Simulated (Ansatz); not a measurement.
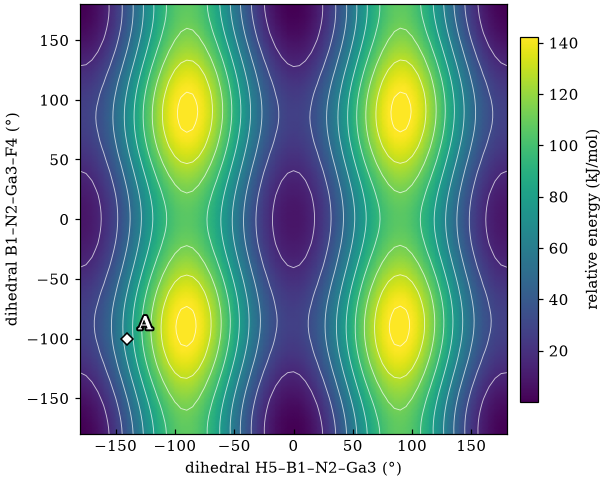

BFGaH₄N, SMILES B[NH][GaH][F]. Coordinates scanned: (1) dihedral H5–B1–N2–Ga3; (2) dihedral B1–N2–Ga3–F4. Nothing is relaxed (all other coordinates rigid). Grid: 18 × 18 points; 164 points were computed and 160 follow by symmetry. Energies are in kJ/mol, from the relaxed molecule at the same level. Method: RHF/def2-SVP (Ansatz 0.2.0).

The picture shows a smooth colour map with a few white contour lines, the point A. Between grid points the surface is interpolated.

### Is A at rest? If not, where is it pushed?

A, at dihedral H5–B1–N2–Ga3 = −140°, dihedral B1–N2–Ga3–F4 = −100°, is not a stationary point. The computed force is 2 kJ/mol for each degree towards smaller values of dihedral H5–B1–N2–Ga3 and 0.17 kJ/mol for each degree towards smaller values of dihedral B1–N2–Ga3–F4.
